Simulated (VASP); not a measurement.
Band structure of Tb (hcp). These are PBEsol GGA with spin-orbit coupling, VASP's PBE PAW potentials (set 64) (plane waves; VASP 6.6.1) values and carry that method's errors.

The 4f electrons are frozen in the core of the lanthanide potential, so 4f levels, which can set the real gap, and their magnetism are missing.

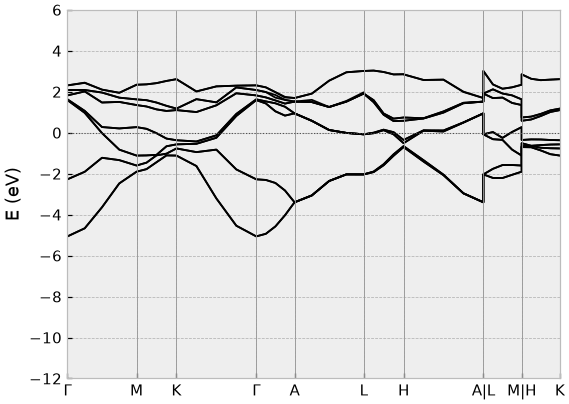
Fig. 1. Bands along high-symmetry lines, zero at the valence-band maximum or, without a gap, the Fermi level

Problem. Read the plot: is there a gap, and where are the band edges?

Solution. It has no gap at this level: it comes out as a metal or semimetal.

The compound is Tb in the hcp structure. It was relaxed first.
